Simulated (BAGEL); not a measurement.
**quartet C2H6B at 3 levels**

Aim: a comparison of 3 runs (UHF/STO-3G, UHF/3-21G, UHF/6-31G*) of quartet C2H6B. 

The results are computed with BAGEL 1.2.2.

### 1 The molecule

The species is C2H6B (9 atoms), meant as a quartet with charge 0. SMILES of the parent species: `[BH]CC`. Geometry: relaxed at PBE0-D4/def2-TZVP. This is one conformer, not always the lowest. That shape belongs to the parent species and isn't relaxed for this state.

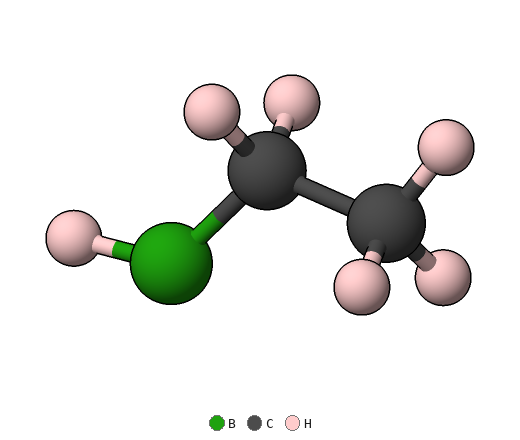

The structure, seen from a chosen angle (boron green, carbon dark grey, hydrogen pink).

### 2 A single-point energy at UHF/STO-3G (density fitting with qzvpp-jkfit) (run 1)

input.json reads:

```json
{ "bagel": [

{
  "title": "molecule",
  "basis": "sto-3g",
  "df_basis": "qzvpp-jkfit",
  "angstrom": true,
  "geometry": [
    { "atom": "B", "xyz": [      -1.415300,       0.517300,      -0.623600 ] },
    { "atom": "C", "xyz": [       0.077500,       0.346900,      -0.300600 ] },
    { "atom": "C", "xyz": [       0.504700,      -0.731500,       0.688600 ] },
    { "atom": "H", "xyz": [      -1.915600,       1.307200,      -1.370300 ] },
    { "atom": "H", "xyz": [       0.580700,       0.211000,      -1.273200 ] },
    { "atom": "H", "xyz": [       0.428600,       1.341200,       0.024500 ] },
    { "atom": "H", "xyz": [       1.588300,      -0.746200,       0.828800 ] },
    { "atom": "H", "xyz": [       0.197300,      -1.721000,       0.344100 ] },
    { "atom": "H", "xyz": [       0.042200,      -0.571000,       1.664600 ] }
  ]
},

{ "title": "uhf", "nopen": 3 },

{ "title": "print", "file": "orbitals.molden", "orbitals": true }

]}
```

Command:

```bash
$ BAGEL_NUM_THREADS=1 BAGEL input.json > input.out
```

Standard output:

```text
* using 1 threads per process

  ===============================================================
  ===============================================================

  *** Geometry ***

  { "atom" : "B", "xyz" : [     -2.674529,      0.977555,     -1.178433 ] },
  { "atom" : "C", "xyz" : [      0.146454,      0.655546,     -0.568052 ] },
  { "atom" : "C", "xyz" : [      0.953745,     -1.382335,      1.301265 ] },
  { "atom" : "H", "xyz" : [     -3.619959,      2.470250,     -2.589492 ] },
  { "atom" : "H", "xyz" : [      1.097364,      0.398732,     -2.405999 ] },
  { "atom" : "H", "xyz" : [      0.809937,      2.534501,      0.046298 ] },
  { "atom" : "H", "xyz" : [      3.001452,     -1.410114,      1.566205 ] },
  { "atom" : "H", "xyz" : [      0.372843,     -3.252219,      0.650255 ] },
  { "atom" : "H", "xyz" : [      0.079746,     -1.079034,      3.145638 ] },

  Number of auxiliary basis functions:      333

  Since a DF basis is specified, we compute 2- and 3-index integrals:
    o Being stored without compression. Storage requirement is 0.001 GB

  Number of basis functions:       21
  Number of electrons      :       23

    * METHOD: MOLECULE                             0.04

  *** Open-shell HF ***

  === Nuclear Repulsion ===
    63.1540652359

      * DIIS with orbital gradients will be used.

  === UHF iteration (sto-3g) ===
      0       -102.24299978          0.03783855           0.00
      1       -102.31981670          0.01219244           0.00
      2       -102.32918267          0.00514413           0.00
      3       -102.33112052          0.00211928           0.00
      4       -102.33157198          0.00077173           0.00
      5       -102.33169190          0.00064249           0.00
      6       -102.33183078          0.00049309           0.00
      7       -102.33197271          0.00023029           0.00
      8       -102.33199473          0.00012858           0.00
      9       -102.33200343          0.00003904           0.00
     10       -102.33200400          0.00001243           0.00
     11       -102.33200404          0.00000578           0.00
     12       -102.33200406          0.00000177           0.00
     13       -102.33200407          0.00000061           0.00
     14       -102.33200407          0.00000020           0.00
     15       -102.33200407          0.00000008           0.00
     16       -102.33200407          0.00000003           0.00
     17       -102.33200407          0.00000001           0.00
     18       -102.33200407          0.00000001           0.00
    * SCF iteration converged.

    * S^2 (UHF) is 3.7517

    * Permanent dipole moment:
           (   -1.105668,     0.186451,    -0.291810) a.u.

    * METHOD: UHF                                  0.09

    * METHOD: PRINT                                0.00

  ===============================================================
```

Run time: 0.32 s. Hardware: 1 thread of AMD EPYC 9R45 (Zen 5), shared host.

### 3 A single-point energy at UHF/3-21G (density fitting with qzvpp-jkfit) (run 2)

hf.json reads:

```json
{ "bagel" : [

{
  "title" : "molecule",
  "basis" : "3-21g",
  "df_basis" : "qzvpp-jkfit",
  "angstrom" : true,
  "geometry" : [
    { "atom" : "B", "xyz" : [      -1.415300,       0.517300,      -0.623600 ] },
    { "atom" : "C", "xyz" : [       0.077500,       0.346900,      -0.300600 ] },
    { "atom" : "C", "xyz" : [       0.504700,      -0.731500,       0.688600 ] },
    { "atom" : "H", "xyz" : [      -1.915600,       1.307200,      -1.370300 ] },
    { "atom" : "H", "xyz" : [       0.580700,       0.211000,      -1.273200 ] },
    { "atom" : "H", "xyz" : [       0.428600,       1.341200,       0.024500 ] },
    { "atom" : "H", "xyz" : [       1.588300,      -0.746200,       0.828800 ] },
    { "atom" : "H", "xyz" : [       0.197300,      -1.721000,       0.344100 ] },
    { "atom" : "H", "xyz" : [       0.042200,      -0.571000,       1.664600 ] }
  ]
},

{
  "title" : "uhf",
  "nopen" : 3
},

{
  "title" : "print",
  "file" : "orbitals.molden",
  "orbitals" : true
}

]}
```

Command:

```bash
$ BAGEL_NUM_THREADS=1 BAGEL hf.json > hf.out
```

Standard output:

```text
* using 1 threads per process

  ===============================================================
  ===============================================================

  *** Geometry ***

  { "atom" : "B", "xyz" : [     -2.674529,      0.977555,     -1.178433 ] },
  { "atom" : "C", "xyz" : [      0.146454,      0.655546,     -0.568052 ] },
  { "atom" : "C", "xyz" : [      0.953745,     -1.382335,      1.301265 ] },
  { "atom" : "H", "xyz" : [     -3.619959,      2.470250,     -2.589492 ] },
  { "atom" : "H", "xyz" : [      1.097364,      0.398732,     -2.405999 ] },
  { "atom" : "H", "xyz" : [      0.809937,      2.534501,      0.046298 ] },
  { "atom" : "H", "xyz" : [      3.001452,     -1.410114,      1.566205 ] },
  { "atom" : "H", "xyz" : [      0.372843,     -3.252219,      0.650255 ] },
  { "atom" : "H", "xyz" : [      0.079746,     -1.079034,      3.145638 ] },

  Number of auxiliary basis functions:      333

  Since a DF basis is specified, we compute 2- and 3-index integrals:
    o Being stored without compression. Storage requirement is 0.004 GB

  Number of basis functions:       39
  Number of electrons      :       23

    * METHOD: MOLECULE                             0.05

  *** Open-shell HF ***

  === Nuclear Repulsion ===
    63.1540652359

      * DIIS with orbital gradients will be used.

  === UHF iteration (3-21g) ===
      0       -102.96864997          0.03672978           0.01
      1       -103.03901191          0.01020886           0.01
      2       -103.04969868          0.00533584           0.01
      3       -103.05265770          0.00256913           0.01
      4       -103.05346345          0.00076839           0.01
      5       -103.05357248          0.00031298           0.01
[... 21 lines of this table left out ...]
     27       -103.05364828          0.00000001           0.01
     28       -103.05364828          0.00000001           0.01
    * SCF iteration converged.

    * S^2 (UHF) is 3.7549

    * Permanent dipole moment:
           (   -1.403942,     0.076218,    -0.230726) a.u.

    * METHOD: UHF                                  0.29

    * METHOD: PRINT                                0.00

  ===============================================================
```

Run time: 0.52 s. Hardware: 1 thread of AMD EPYC 9R45 (Zen 5), shared host.

### 4 A single-point energy at UHF/6-31G(d) (density fitting with qzvpp-jkfit, spherical functions) (run 3)

hf.json, as its differences from that of step 3:

```diff
@@ -4,5 +4,5 @@
   "title" : "molecule",
-  "basis" : "3-21g",
+  "basis" : "6-31gs.json",
   "df_basis" : "qzvpp-jkfit",
-  "angstrom" : true,
+  "angstrom" : "true",
   "geometry" : [
@@ -28,3 +28,3 @@
   "file" : "orbitals.molden",
-  "orbitals" : true
+  "orbitals" : "true"
 }
```

The basis set 6-31G* is read from a file made from the Basis Set Exchange's data (not shown).

Command:

```bash
$ BAGEL_NUM_THREADS=1 BAGEL hf.json > hf.out
```

Standard output:

```text
* using 1 threads per process

  ===============================================================
  ===============================================================

  *** Geometry ***

  { "atom" : "B", "xyz" : [     -2.674529,      0.977555,     -1.178433 ] },
  { "atom" : "C", "xyz" : [      0.146454,      0.655546,     -0.568052 ] },
  { "atom" : "C", "xyz" : [      0.953745,     -1.382335,      1.301265 ] },
  { "atom" : "H", "xyz" : [     -3.619959,      2.470250,     -2.589492 ] },
  { "atom" : "H", "xyz" : [      1.097364,      0.398732,     -2.405999 ] },
  { "atom" : "H", "xyz" : [      0.809937,      2.534501,      0.046298 ] },
  { "atom" : "H", "xyz" : [      3.001452,     -1.410114,      1.566205 ] },
  { "atom" : "H", "xyz" : [      0.372843,     -3.252219,      0.650255 ] },
  { "atom" : "H", "xyz" : [      0.079746,     -1.079034,      3.145638 ] },

  Number of auxiliary basis functions:      333

  Since a DF basis is specified, we compute 2- and 3-index integrals:
    o Being stored without compression. Storage requirement is 0.008 GB

  Number of basis functions:       54
  Number of electrons      :       23

    * METHOD: MOLECULE                             0.06

  *** Open-shell HF ***

  === Nuclear Repulsion ===
    63.1540652359

      * DIIS with orbital gradients will be used.

  === UHF iteration (6-31gs.json) ===
      0       -103.51362613          0.03378316           0.01
      1       -103.60749370          0.01179742           0.01
      2       -103.62347923          0.00605403           0.01
      3       -103.62735005          0.00305580           0.01
      4       -103.62954232          0.00113265           0.01
      5       -103.62990379          0.00067536           0.02
[... 18 lines of this table left out ...]
     24       -103.63044828          0.00000002           0.01
     25       -103.63044828          0.00000001           0.01
    * SCF iteration converged.

    * S^2 (UHF) is 3.7562

    * Permanent dipole moment:
           (   -1.452871,     0.144091,    -0.295557) a.u.

    * METHOD: UHF                                  0.41

    * METHOD: PRINT                                0.00

  ===============================================================
```

It took 0.66 s on 1 thread of AMD EPYC 9R45 (Zen 5), shared host.

### 5 Overview of the runs

| run | level | energy (Eh) | dipole moment (D) | ⟨S²⟩ | wall time |
| --- | --- | --- | --- | --- | --- |
| 1 | UHF/STO-3G (density fitting with qzvpp-jkfit) | -102.332004 | 2.94 | 3.752 | 0.32 s |
| 2 | UHF/3-21G (density fitting with qzvpp-jkfit) | -103.053648 | 3.62 | 3.755 | 0.52 s |
| 3 | UHF/6-31G* (density fitting with qzvpp-jkfit, spherical functions) | -103.630448 | 3.79 | 3.756 | 0.66 s |

### 6 Summary of results

| quantity | value |
| --- | --- |
| run 3: total energy | -103.63045 Eh |
| run 3: dipole moment | 3.79 D |
| run 3: ⟨S²⟩ | 3.756 |

**Reading.** The dipole moment (its size) runs from 2.94 D (UHF/STO-3G) to 3.79 D (UHF/6-31G*). In run 1 the basis is minimal, so the values are rough. All runs together took 1.5 s, the longest 0.66 s.
